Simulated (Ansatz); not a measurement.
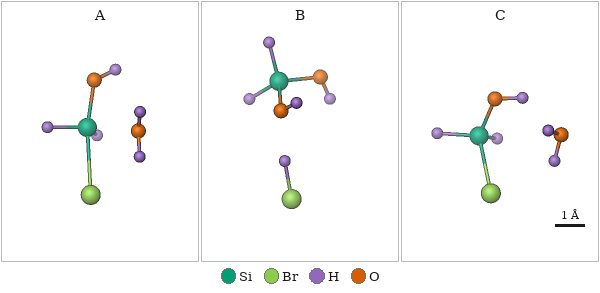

3 geometries from a converged minimum-energy path of SiH₅O₂Br, shuffled. Style: ball-and-stick. Shown at a tilt.

Method: RKS PBE0/def2-SVP (Ansatz). Run with 9 movable images; climbing image; force threshold 0.05 eV/Å; iteration limit 60; starting path through a guess of the saddle point.

**Which of them lies highest in energy?**

A. In order along the path, whose images run from 0 to 10: C (image 2, +0.15 eV), A (image 4, +0.94 eV), B (image 9, +0.20 eV). Breaking: H–O (0.96 → 1.82 Å), Br–Si (2.26 → 3.80 Å). Forming: Br–H (3.87 → 1.45 Å), O–Si (3.38 → 1.69 Å).

Cost: 11 min on 2 threads of AMD EPYC 7R13 Processor (Zen 3), on a shared host, peak memory 0.27 GiB.
